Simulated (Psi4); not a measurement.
# AlH2O (SMILES [O][AlH2]), step by step

We compute a geometry optimisation (UMP2/6-311G**), then vibrational wavenumbers, then the energy (UCCSD(T)/def2-TZVP) of AlH2O. 

Program for the calculation: Psi4 1.11.

### Step 1. Starting point

The species is AlH2O (4 atoms), meant as a doublet with charge 0. As SMILES, `[O][AlH2]`. Geometry: relaxed at PBE0-D4/def2-TZVP. The run starts from this shape.

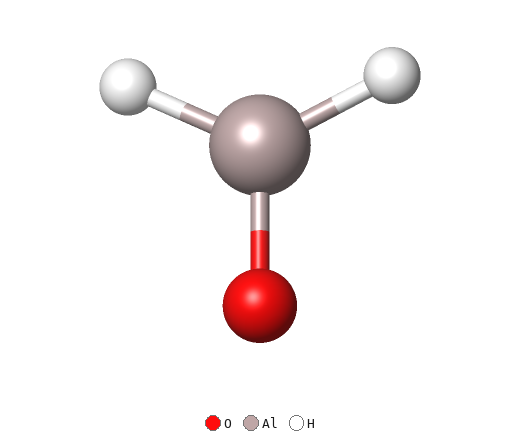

The structure, seen from a chosen angle (oxygen red, aluminium light grey, hydrogen white).

### Step 2. A geometry optimisation at UMP2/6-311G(d,p) (density fitting, density fitting for correlation) (run 1)

Input file alh2o.xyz:

```xyz
4
AlH2O
O      0.062600    -0.856300     1.401400
Al     0.011300     0.029900    -0.080400
H     -1.149600    -0.360800    -1.076000
H      1.131100     1.126800    -0.265300
```

Input file alh2o.py:

```python
import psi4

psi4.set_memory(1600000000)
psi4.set_num_threads(1)
psi4.core.set_output_file('run.log', False)

with open('alh2o.xyz') as f:
    atoms = ''.join(f.readlines()[2:])
mol = psi4.geometry('0 2\n' + atoms + 'symmetry c1')

psi4.set_options(dict(reference='uhf', geom_maxiter=60, freeze_core=True))

e, wfn = psi4.optimize('mp2/6-311G**', return_wfn=True)
print('E =', round(e, 9))
print(mol.to_string(dtype='xyz', units='Angstrom'))
```

Started as:

```console
$ python alh2o.py
```

run.log:

```text
[...]
  Running in c1 symmetry.
[...]
  Nuclear repulsion =   43.785130971524083
[...]
  Multiplicity = 2
[...]
  Nalpha       = 12
  Nbeta        = 11
[...]
    Number of basis functions: 56
[...]
   @DF-UHF iter   1:  -317.52034275834239   -7.75304e-01   1.28617e-02 ADIIS/DIIS
[...]
	Warning: cc_lambda option is changed to TRUE
	For this residual convergence, default PCG convergence is:     1.00e-07
[...]
	DF-SCS-MP2 Total Energy (a.u.)     :  -318.17333087549463
	DF-SOS-MP2 Total Energy (a.u.)     :  -318.17540715299191
[...]
	Warning: cc_lambda option is changed to TRUE
	For this residual convergence, default PCG convergence is:     1.00e-07
[...]
	Warning: cc_lambda option is changed to TRUE
	For this residual convergence, default PCG convergence is:     1.00e-07
[...]
	Warning: cc_lambda option is changed to TRUE
	For this residual convergence, default PCG convergence is:     1.00e-07
[...]
	Warning: cc_lambda option is changed to TRUE
	For this residual convergence, default PCG convergence is:     1.00e-07
[...]
   @DF-UHF iter  14:  -317.94811284642026   -3.97904e-13   8.18816e-11 DIIS
[...]
   @S^2 Observed:                7.568163847E-01
[...]
    Orbital Energies [Eh]
    ---------------------
    Alpha Occupied:
       1A    -58.493981     2A    -20.588106     3A     -4.906371
       4A     -3.222362     5A     -3.220861     6A     -3.220076
       7A     -1.317340     8A     -0.624224     9A     -0.607020
      10A     -0.530068    11A     -0.514932    12A     -0.450995
    Alpha Virtual:
      13A      0.040153    14A      0.092133    15A      0.117434
      16A      0.136686    17A      0.191061    18A      0.222359
      19A      0.269921    20A      0.318716    21A      0.500027
      22A      0.505990    23A      0.616676    24A      0.685422
      25A      0.800196    26A      0.832075    27A      0.835408
[...]
  @DF-UHF Final Energy:  -317.94811284642026
   => Energetics <=
    Nuclear Repulsion Energy =             43.4404624571558671
    One-Electron Energy =                -528.3072313385539474
    Two-Electron Energy =                 166.9186560349778290
    Total Energy =                       -317.9481128464202584
  UHF NO Occupations:
  HONO-2 :   10  A 1.9986975
  HONO-1 :   11  A 1.9986170
[...]
 Multipole Moments:
 ------------------------------------------------------------------------------------
     Multipole            Electronic (a.u.)      Nuclear  (a.u.)        Total (a.u.)
 ------------------------------------------------------------------------------------
 L = 1.  Multiply by 2.5417464519 to convert [e a0] to [Debye]
 Dipole X            :          0.0327494           -0.0548504           -0.0221010
 Dipole Y            :         -0.5655029            0.9463958            0.3808929
 Dipole Z            :          0.9455870           -1.5823325           -0.6367455
 Magnitude           :                                                    0.7423023
[...]
	DF-SCS-MP2 Total Energy (a.u.)     :  -318.17367395692577
	DF-SOS-MP2 Total Energy (a.u.)     :  -318.17576352332810
	DF-SCS(N)-MP2 Total Energy (a.u.)  :  -318.02954113382168
[...]
	DF-MP2 Total Energy (a.u.)         :  -318.16949482412116
[...]
    Final optimized geometry and variables:
    Molecular point group: c1
    Full point group: C1
    Geometry (in Angstrom), charge = 0, multiplicity = 2:
    O            0.034460536920    -0.594361773229     0.993702448652
    AL          -0.017586629179     0.303313484700    -0.507101476123
    H           -1.167059871928    -0.080099253723    -1.498630301113
    H            1.090976196181     1.392729223747    -0.696004418276
[...]
```

On the terminal:

```text
Some dependencies such as QCElemental have not yet finished migration to pydantic v2. If issues are encountered please downgrade pydantic or upgrade QCElemental as appropriate
	Energy has increased in a minimization.
	Energy ratio indicates iffy step.
	Intrafrag trust radius decreased to   0.25.
	Energy has increased in a minimization.
	Energy ratio indicates iffy step.
	Intrafrag trust radius decreased to 0.0625.
	Previous geometry is closer to target in internal coordinates, so using that one.

	Best geometry has RMS(Delta(q)) = 1.27e-05

Optimizer: Optimization complete!
E = -318.169494824
4
0 2 AlH2O
O                     0.034460536920    -0.594361773229     0.993702448652
Al                   -0.017586629179     0.303313484700    -0.507101476123
H                    -1.167059871928    -0.080099253723    -1.498630301113
H                     1.090976196181     1.392729223747    -0.696004418276
```

Run time: 20 s. Hardware: 1 thread of AMD EPYC 7R43 (Zen 3), shared host; peak memory 0.62 GiB.

The path in brief:

```csv
step,energy from the first frame kept (eV),largest force (eV/Å)
0,0.0000,0.6885
1,-0.0083,0.1123
2,-0.0078,0.0901
3,-0.0055,0.2090
4,-0.0085,0.0312
5,-0.0086,0.0037
```

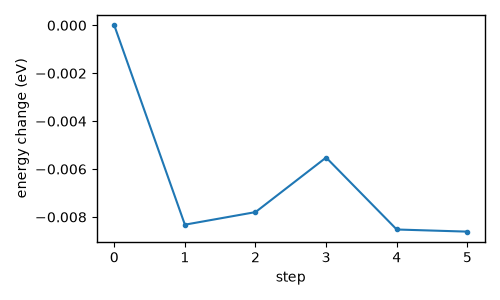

Energy along the run.

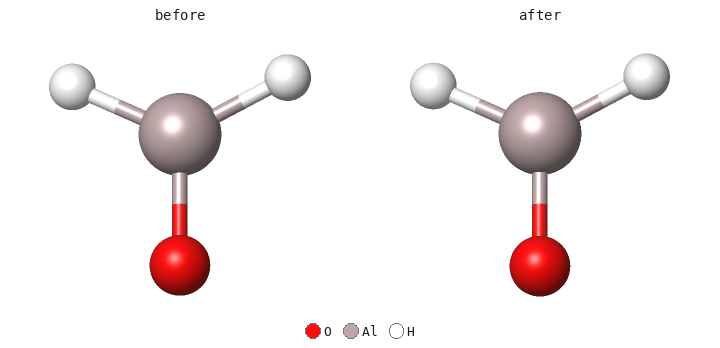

Before and after, at one scale.

After the run. Bond lengths: O1–Al2 1.750 Å, Al2–H3 1.566 Å, Al2–H4 1.566 Å. Angles: O1–Al2–H3 116.1°, O1–Al2–H4 116.1°, H3–Al2–H4 127.9°.

### Step 3. The harmonic vibrations at UMP2/6-311G(d,p) (density fitting, density fitting for correlation) (run 2)

Input file job.dat:

```
memory 1600 mb

molecule {
  0 2
  O      0.11919825    -1.63213945     2.67140378
  Al     0.02084368     0.06422045    -0.16470475
  H     -2.15134548    -0.66032511    -2.03842111
  H      2.11572414     2.12291833    -0.52167779
  units au
  symmetry c1
}

set {
  reference uhf
  t 600.0
  freeze_core true
  rotational_symmetry_number 2
}

frequencies("mp2/6-311G**")
```

Started as:

```console
$ psi4 -i job.dat -o job.out -n 1
```

job.out (excerpt; [...] marks lines left out):

```text
[...]
  Running in c1 symmetry.
[...]
  Nuclear repulsion =   43.440465694596526
[...]
  Multiplicity = 2
[...]
  Nalpha       = 12
  Nbeta        = 11
[...]
    Number of basis functions: 56
[...]
   @DF-UHF iter   1:  -317.51555062197696   -7.79526e-01   1.28352e-02 ADIIS/DIIS
[...]
	Warning: cc_lambda option is changed to TRUE
	For this residual convergence, default PCG convergence is:     1.00e-07
[...]
	DF-SCS-MP2 Total Energy (a.u.)     :  -318.17367395675524
	DF-SOS-MP2 Total Energy (a.u.)     :  -318.17576352313023
[...]
	Warning: cc_lambda option is changed to TRUE
	For this residual convergence, default PCG convergence is:     1.00e-07
[...]
	Warning: cc_lambda option is changed to TRUE
	For this residual convergence, default PCG convergence is:     1.00e-07
[...]
   @DF-UHF iter  22:  -317.94811167211697   -5.68434e-14   6.63947e-11 DIIS
[...]
   @S^2 Observed:                7.568155557E-01
[...]
  @DF-UHF Final Energy:  -317.94811167211697
   => Energetics <=
    Nuclear Repulsion Energy =             43.4434999328367510
    One-Electron Energy =                -528.3138115335468683
    Two-Electron Energy =                 166.9221999285931020
    Total Energy =                       -317.9481116721170224
  UHF NO Occupations:
  HONO-2 :   10  A 1.9986976
  HONO-1 :   11  A 1.9986170
[...]
 Multipole Moments:
[...]
	DF-SCS-MP2 Total Energy (a.u.)     :  -318.17367386564081
	DF-SOS-MP2 Total Energy (a.u.)     :  -318.17576360024771
	DF-SCS(N)-MP2 Total Energy (a.u.)  :  -318.02953957958738
[...]
	DF-MP2 Total Energy (a.u.)         :  -318.16949439642713
[...]
  ==> Harmonic Vibrational Analysis <==
[...]
  Freq [cm^-1]                 462.2237            635.2129            744.0270
[...]
  IR activ [km/mol]            150.8472            376.8646            67.6648
[...]
  Freq [cm^-1]                 839.9032           2042.9586           2058.0319
[...]
  IR activ [km/mol]            300.0385            54.6611             273.0777
[...]
  Total E_0, Enthalpy at 0 [K]                                                         -318.15404348 [Eh]
[...]
  Total H, Enthalpy at  600.00 [K]                                                     -318.14318715 [Eh]
[...]
  Total G, Gibbs energy at  600.00 [K]                                                 -318.20855501 [Eh]
[...]
```

Standard output:

```text
Warning: used thermodynamics relations inappropriate for low-frequency modes: ['462.2237']
```

It took 63 s on 1 thread of AMD EPYC 7R43 (Zen 3), shared host; peak memory 0.62 GiB.

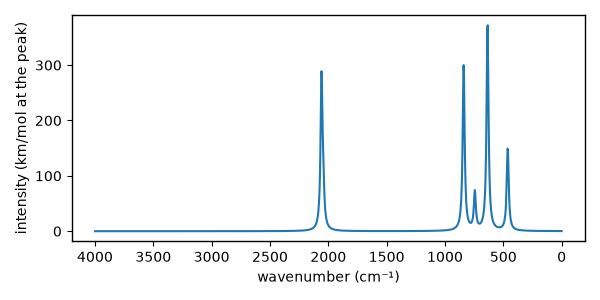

Harmonic infrared spectrum, unscaled, lines broadened by 10 cm⁻¹.

### Step 4. A single-point energy at UCCSD(T)/def2-TZVP (run 3)

Input file input.dat:

```
memory 1600 MB

molecule mol {
  0 2
  O      0.063077    -0.863691     1.413646
  Al     0.011030     0.033984    -0.087158
  H     -1.138443    -0.349429    -1.078686
  H      1.119593     1.123400    -0.276060
}

set reference uhf
set scf_type pk
set num_frozen_docc 6

result, w = energy('ccsd(t)/def2-TZVP', return_wfn=True)
print_variables()
```

Started as:

```console
$ psi4 -n 1 input.dat output.dat
```

output.dat:

```text
[...]
  Running in c1 symmetry.
[...]
  Nuclear repulsion =   43.440465704980326
[...]
  Multiplicity = 2
[...]
  Nalpha       = 12
  Nbeta        = 11
[...]
    Number of basis functions: 80
[...]
   @UHF iter   1:  -317.53390124140384   -7.66633e-01   9.10624e-03 DIIS/ADIIS
[...]
   @UHF iter  16:  -317.96925570780752   -7.38964e-13   3.22153e-09 DIIS
[...]
   @S^2 Observed:                7.584186498E-01
[...]
    Orbital Energies [Eh]
    ---------------------
    Alpha Occupied:
       1A    -58.487717     2A    -20.596760     3A     -4.904027
       4A     -3.219679     5A     -3.217379     6A     -3.217248
       7A     -1.321286     8A     -0.631138     9A     -0.610173
      10A     -0.533857    11A     -0.516455    12A     -0.451099
    Alpha Virtual:
      13A      0.046542    14A      0.107001    15A      0.128045
      16A      0.165759    17A      0.225604    18A      0.252172
      19A      0.283956    20A      0.305025    21A      0.308610
      22A      0.346088    23A      0.367463    24A      0.413186
      25A      0.487111    26A      0.559423    27A      0.617749
[...]
  @UHF Final Energy:  -317.96925570780752
   => Energetics <=
    Nuclear Repulsion Energy =             43.4404657049803262
    One-Electron Energy =                -528.3350494957547880
    Two-Electron Energy =                 166.9253280829669563
    Total Energy =                       -317.9692557078075197
  UHF NO Occupations:
  HONO-2 :   10  A 1.9984646
  HONO-1 :   11  A 1.9981384
[...]
 Multipole Moments:
 ------------------------------------------------------------------------------------
     Multipole            Electronic (a.u.)      Nuclear  (a.u.)        Total (a.u.)
 ------------------------------------------------------------------------------------
 L = 1.  Multiply by 2.5417464519 to convert [e a0] to [Debye]
 Dipole X            :          0.0342779           -0.0548499           -0.0205720
 Dipole Y            :         -0.5918535            0.9463957            0.3545422
 Dipole Z            :          0.9896350           -1.5823309           -0.5926959
 Magnitude           :                                                    0.6909500
[...]
      * MP2 total energy                      = -318.231476443283157
[...]
      * CCSD total energy                     = -318.259730535254675
[...]
      * CCSD(T) total energy                     = -318.267622504968301
[...]
```

Wall time 47 s (1 thread of AMD EPYC 7R43 (Zen 3), shared host); peak memory 0.55 GiB.

### Step 5. Results

```
                                                                             quantity             value
                                        run 1, UMP2/6-311G**: total energy at the end     -318.16949 Eh
     run 1, UMP2/6-311G**: HOMO energy (Hartree–Fock orbitals) (highest over α and β)         -12.27 eV
      run 1, UMP2/6-311G**: LUMO energy (Hartree–Fock orbitals) (lowest over α and β)           1.09 eV
                    run 1, UMP2/6-311G**: correlation energy (6 core orbitals frozen)        -221.4 mEh
                              run 1, UMP2/6-311G**: ⟨S²⟩ of the reference determinant             0.757
                                             run 2, UMP2/6-311G**: correlation energy        -221.4 mEh
                                     run 2, UMP2/6-311G**: lowest harmonic wavenumber          462 cm⁻¹
                                    run 2, UMP2/6-311G**: highest harmonic wavenumber         2058 cm⁻¹
                                              run 2, UMP2/6-311G**: zero-point energy       40.6 kJ/mol
         run 2, UMP2/6-311G**: ideal-gas entropy at 600 K (symmetry number 2 as used)  68.4 cal/(mol K)
                                              run 3, UCCSD(T)/def2-TZVP: total energy     -318.26762 Eh
run 3, UCCSD(T)/def2-TZVP: HOMO energy (Hartree–Fock orbitals) (highest over α and β)         -12.28 eV
 run 3, UCCSD(T)/def2-TZVP: LUMO energy (Hartree–Fock orbitals) (lowest over α and β)           1.27 eV
               run 3, UCCSD(T)/def2-TZVP: correlation energy (6 core orbitals frozen)        -298.4 mEh
                                            run 3, UCCSD(T)/def2-TZVP: (T) correction         -7.89 mEh
                         run 3, UCCSD(T)/def2-TZVP: ⟨S²⟩ of the reference determinant             0.758
                                             run 3, UCCSD(T)/def2-TZVP: T1 diagnostic             0.026
```

In words: The optimisation (run 1, UMP2/6-311G**) took 6 steps and changed the energy by -0.009 eV. All 6 modes (run 2, UMP2/6-311G**) are real, so the shape is a minimum at this level. The triples (run 3, UCCSD(T)/def2-TZVP) make up 2.6 % of the correlation energy.
